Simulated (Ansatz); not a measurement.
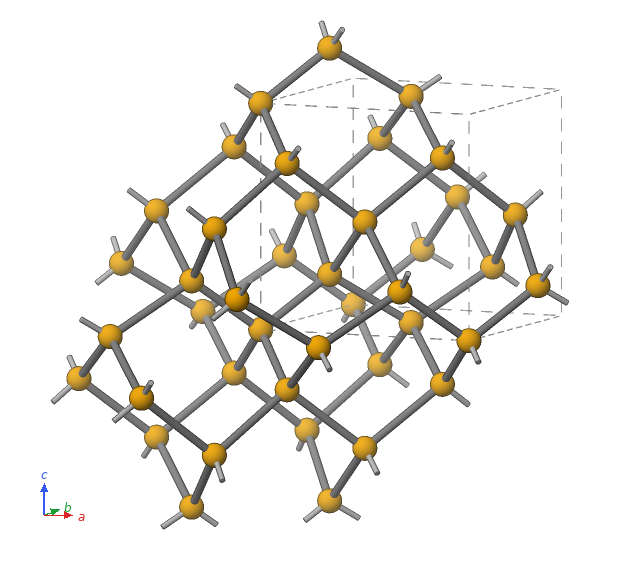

A cut-out of a periodic net derived from a crystal structure. Nodes are coloured by topological kind. Short stubs are edges that leave the cut-out.

Classify the net: periodicity, connectivity, name.

Answer. A uninodal 4-connected, three-periodic net. It is the dia net, known from diamond, zinc blende and cristobalite.

Give point symbol and coordination sequence.

Answer. 6^6, sequence 4, 12, 24, 42, 64, 92.

Where the net comes from. Al₇Cu (space group P-43m, No. 215). Coordinates: the end point of a relaxation with DFT PBE, scalar-relativistic, plane waves, PAW in Ansatz; the starting structure was generated, so it need not be a known form of this composition. Bonds are taken as Al–Al below 3 Å and Al–Cu below 2.6 Å; no other contact counts. Simplification: prune 0- and 1-connected atoms, fold 2-connected ones into links. Al and Cu are 4-connected nodes.
